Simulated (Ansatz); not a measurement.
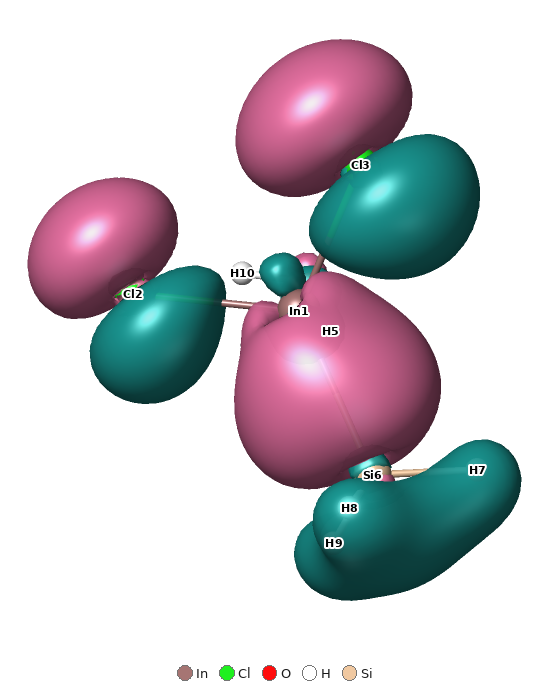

Cl₂H₅InOSi. The HOMO at ±0.06 Å⁻³ᐟ² (teal and pink are the two phases), seen at an oblique angle.

Core potentials replace the inner electrons of In.

Computed with RKS B3LYP-D4/def2-SVP in Ansatz.

The calculation's input:

```
crystal:
  periodic: [false, false, false]
  atoms:
    - { symbol: In, position_ang: [0.075959, -0.716737, -0.522195] }
    - { symbol: Cl, position_ang: [0.497977, 0.075356, 3.0003] }
    - { symbol: Cl, position_ang: [1.829374, 0.57259, -1.450505] }
    - { symbol: O, position_ang: [-1.661214, 0.134637, -1.049999] }
    - { symbol: H, position_ang: [-2.438975, -0.351823, -0.740302] }
    - { symbol: Si, position_ang: [0.578337, -2.847026, 0.769015] }
    - { symbol: H, position_ang: [0.113825, -4.065896, 0.039937] }
    - { symbol: H, position_ang: [2.040355, -2.946571, 1.049985] }
    - { symbol: H, position_ang: [-0.151576, -2.804877, 2.08253] }
    - { symbol: H, position_ang: [0.306138, -1.242754, 2.881134] }
basis:
  gaussian: { orbitals: def2-SVP }
hamiltonian:
  xc: b3lyp
  dispersion: d4
relax:
  f_tol: 0.03
  max_steps: 50
output:
  orbitals: {}
```

Launched as:

```sh
ansatz run input.yaml --threads 4 --pin off --max-ram 5120MiB --backend cpu --events-out ev --progress --plain --runs-dir out
```

The fields are those of the run's last geometry, not of the input's.

> Where does this orbital lie, and at what energy?

Its weight (Hirshfeld) is mainly on Cl3 (about 40 %), Si6 (about 20 %), Cl2 (about 20 %) and In1 (about 15 %). Its energy is −7.57 eV.
